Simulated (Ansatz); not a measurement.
# SnHBrOF2 (SMILES [OH][Sn]([F])([F])[Br]): CAM-B3LYP/def2-SVP (core potential)

What is the vertical singlet–triplet gap of SnHBrOF2 at CAM-B3LYP/def2-SVP (core potential)? 

The results are computed with Ansatz 0.2.0.

84 further runs of the same task are left out: 2 that didn't finish, 82 set aside as unsound or not needed. Runs told in other sessions of the task aren't counted.

**1. Starting point**

The species is SnHBrOF2 (6 atoms), meant as a singlet with charge 0. SMILES: `[OH][Sn]([F])([F])[Br]`. The shape is that of a PBE0-D4/def2-TZVP optimisation. This is one conformer, not always the lowest.

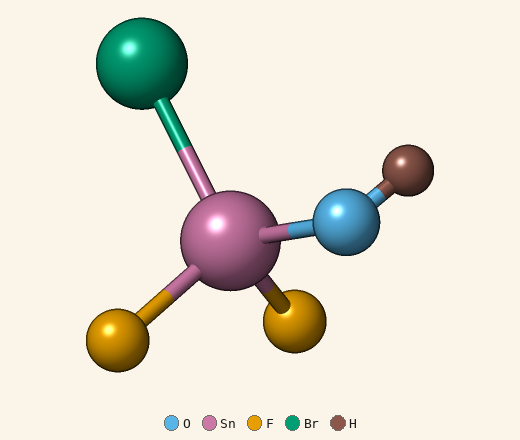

The structure, seen from a chosen angle (oxygen blue, tin pink, fluorine amber, bromine teal, hydrogen brown).

**2. The energy at CAM-B3LYP/def2-SVP (core potential)**

File run.yaml:

```yaml
crystal:
  periodic: [false, false, false]
  atoms:
    - {symbol: O, position_ang: [-0.508100, 0.063600, 1.499700]}
    - {symbol: Sn, position_ang: [-0.078900, -0.013200, -0.374900]}
    - {symbol: F, position_ang: [-1.653500, 0.495100, -1.280000]}
    - {symbol: F, position_ang: [0.253500, -1.809000, -0.879000]}
    - {symbol: Br, position_ang: [1.795600, 1.350200, -1.085700]}
    - {symbol: H, position_ang: [0.233500, -0.150700, 2.073700]}
basis:
  gaussian:
    orbitals: def2-SVP
accuracy: high
output: {orbitals: {seedname: orbitals}}
hamiltonian:
  xc: {name: CAM-B3LYP}
```

Run with:

```bash
$ ansatz run run.yaml --threads 1 --pin off --max-ram 2610MiB --events-out events.jsonl --progress --plain --runs-dir runs
```

Log:

```text
Warning: RAYON_NUM_THREADS=1 ignored (pool sized by the plan → 1); use --threads N
Functional definition: CAM-B3LYP
  name "CAM-B3LYP"
  parameter alpha = 0.19
  parameter beta = 0.46
  parameter omega = 0.33/bohr
  parameter ac = 0.81
  exchange = (1 - alpha - beta)*b88_x + beta*b88_x_sr(omega) + alpha*exact_x + beta*exact_x_lr(omega)
  correlation = (1 - ac)*vwn5_c + ac*lyp_c
2159 factors; integrals over basis functions are off by at most 1.1e-8 eV
410 factors; integrals over basis functions are off by at most 2.3e-9 eV
mean field evaluation 1: about -83356.3907 eV, gradient 6.6e1 eV
mean field evaluation 2: about -83347.3973 eV, gradient 9.9e1 eV
mean field evaluation 4: about -83363.9171 eV, gradient 4.2e0 eV
mean field evaluation 8: about -83364.0422 eV, gradient 2.6e-1 eV
mean field evaluation 16: about -83364.0423 eV, gradient 1.5e-4 eV
mean field -83364.04234571 eV, -3063.5720500274 hartree, gradient 5.2e-8 eV, S^2 0.000000; 0 other end points of the search recorded, 0 dependent functions left out
reference -83364.04236515 eV, -3063.5720507419 hartree; 42, 42 occupied and 63, 63 virtual orbitals, 2159 factors
Total energy: -83364.04236515 eV, -3063.5720507419 hartree
```

Wall time 17 s (1 thread of Arm Neoverse V2, shared host); peak memory 0.49 GiB.

**3. The triplet, same level**

File input.yaml:

```yaml
crystal:
  periodic: [false, false, false]
  atoms:
    - {symbol: O, position_ang: [-0.508100, 0.063600, 1.499700]}
    - {symbol: Sn, position_ang: [-0.078900, -0.013200, -0.374900]}
    - {symbol: F, position_ang: [-1.653500, 0.495100, -1.280000]}
    - {symbol: F, position_ang: [0.253500, -1.809000, -0.879000]}
    - {symbol: Br, position_ang: [1.795600, 1.350200, -1.085700]}
    - {symbol: H, position_ang: [0.233500, -0.150700, 2.073700]}
basis:
  gaussian:
    orbitals: def2-SVP
magnetization:
  spin_polarized: true
  initial_magnetization: 2
hamiltonian:
  xc: {name: CAM-B3LYP}
accuracy: high
output: {orbitals: {seedname: orbitals}}
```

Run with:

```bash
$ ansatz run input.yaml --threads 1 --pin off --max-ram 2610MiB --events-out events.jsonl --progress --plain --runs-dir runs
```

Log, cut to the lines that bear on the results:

```text
Warning: RAYON_NUM_THREADS=1 ignored (pool sized by the plan → 1); use --threads N
[... 2 set-up lines as earlier in the session ...]
[...]
2159 factors; integrals over basis functions are off by at most 1.1e-8 eV
410 factors; integrals over basis functions are off by at most 2.3e-9 eV
[...]
mean field -83358.93546207 eV, -3063.3843755153 hartree, gradient 8.8e-8 eV, S^2 2.010390; 6 other end points of the search recorded, 0 dependent functions left out
reference -83358.93548148 eV, -3063.3843762287 hartree; 43, 41 occupied and 62, 64 virtual orbitals, 2159 factors
Total energy: -83358.93548148 eV, -3063.3843762287 hartree
```

Wall time 71 s (1 thread of Arm Neoverse V2, shared host); peak memory 0.81 GiB.

**4. Summary of results**

At CAM-B3LYP/def2-SVP (core potential):

```
                                        quantity           value
                           singlet: total energy  -3063.57205 Eh
                            singlet: HOMO energy       -10.68 eV
                            singlet: LUMO energy        -1.71 eV
                          singlet: HOMO–LUMO gap         8.97 eV
                           triplet: total energy  -3063.38438 Eh
     triplet: HOMO energy (highest over α and β)        -5.73 eV
                                   triplet: ⟨S²⟩           2.010
vertical energy of the triplet above the singlet        5.107 eV
```

What this shows: At this shape the triplet lies 5.11 eV (493 kJ/mol) above the singlet.
